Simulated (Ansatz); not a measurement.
## Electronic structure of C$_{3}$H$_{8}$O$_{2}$Si (SMILES CC(C)O[Si]O) in real space

Input file:

```
crystal:
  periodic: [false, false, false]
  atoms:
    - {symbol: C, position_ang: [-0.334417, -1.256205, -0.992443]}
    - {symbol: C, position_ang: [0.084866, -0.476456, 0.234972]}
    - {symbol: C, position_ang: [1.582183, -0.269908, 0.310658]}
    - {symbol: O, position_ang: [-0.551700, 0.798168, 0.206540]}
    - {symbol: Si, position_ang: [-1.610664, 1.323385, 1.365381]}
    - {symbol: O, position_ang: [-1.966304, 2.812153, 0.762242]}
    - {symbol: H, position_ang: [-1.417290, -1.393529, -1.011809]}
    - {symbol: H, position_ang: [-0.039924, -0.720050, -1.897953]}
    - {symbol: H, position_ang: [0.138435, -2.240904, -1.003023]}
    - {symbol: H, position_ang: [-0.245114, -1.021191, 1.132612]}
    - {symbol: H, position_ang: [2.102598, -1.230130, 0.332496]}
    - {symbol: H, position_ang: [1.929092, 0.293155, -0.559257]}
    - {symbol: H, position_ang: [1.850369, 0.288106, 1.209847]}
    - {symbol: H, position_ang: [-1.535233, 3.064204, -0.061664]}
basis:
  gaussian: {orbitals: def2-TZVPP}
hamiltonian: {xc: pbe0, dispersion: d4}
output: {orbitals: {seedname: orbitals}}
```

Command:

```sh
ansatz run in.yaml --threads 4 --pin off --events-out ev --progress --plain --max-ram 11315MiB
```

Geometry: PBE0-D4/def2-TZVP.

The calculation used RKS PBE0-D4/def2-TZVPP in Ansatz.

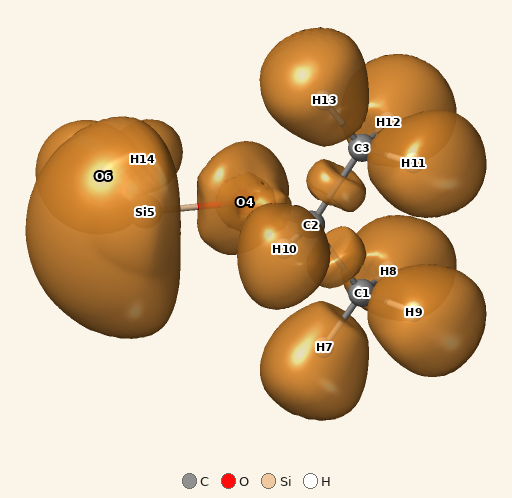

Figure 1. Isosurface of the electron localisation function at 0.75 (orange), seen at a tilt. Only the valence region is drawn (cores and ρ < 0.01 e/Å³ removed).

Identify the bonds, lone pairs and shells in this picture.

At this value the surface marks out two regions between bonded C–C atoms (shared pairs), seven regions around hydrogen nuclei, one region on O in which the atom's valence shell and bonds are merged, one lobe on Si, pointing away from the bonds (lone pairs) and one joined region spread over several atoms (H, O), in which their bonds and any lone pairs are merged.


C–O (1.43 Å): the ELF peaks at about 0.90 between the atoms; a polar covalent bond. C–C (1.51 Å): the ELF peaks at about 0.95 between the atoms: localised, covalent bonding.

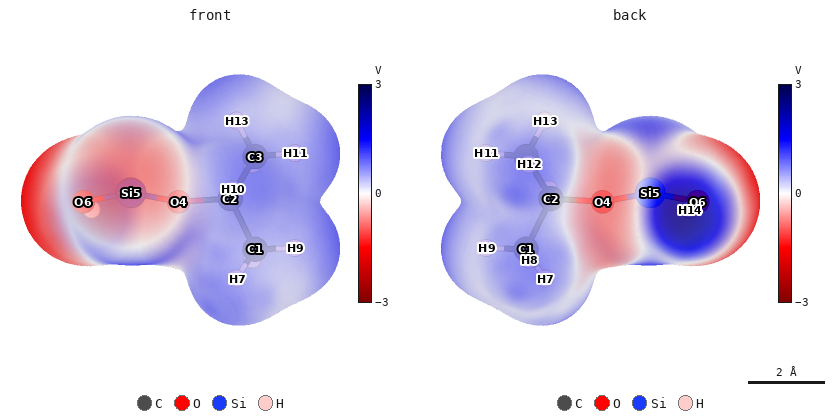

Figure 2. The molecular electrostatic potential painted on the density surface at 0.002 e/bohr³, seen from the front and from behind; red is negative and blue positive.

Where is the surface potential most negative and most positive?

The most negative region (about −1.4 V, or −32 kcal/mol for a unit charge) lies over O6, the most positive (about +2.3 V, or +53 kcal/mol for a unit charge) over H14. O6 is the likeliest acceptor of a hydrogen bond.

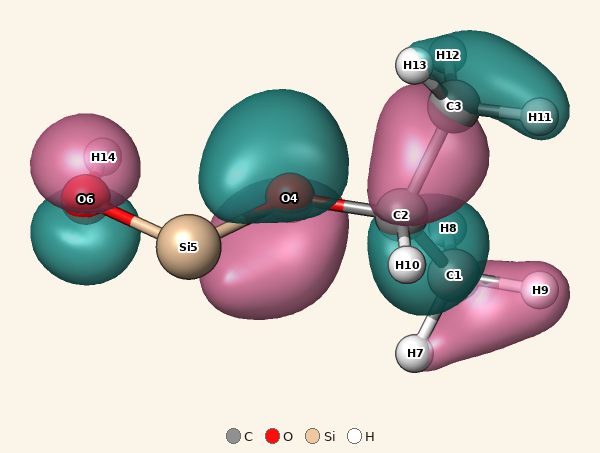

Figure 3. The HOMO−1 at ±0.1 Å⁻³ᐟ² (teal and pink are the two phases), seen at a tilt.

Describe this orbital and give its energy.

It lies mainly on O4 (about 45 %), O6 (about 10 %), C2 (about 10 %), C1 (about 10 %) and C3 (about 10 %). Its energy is −8.60 eV.
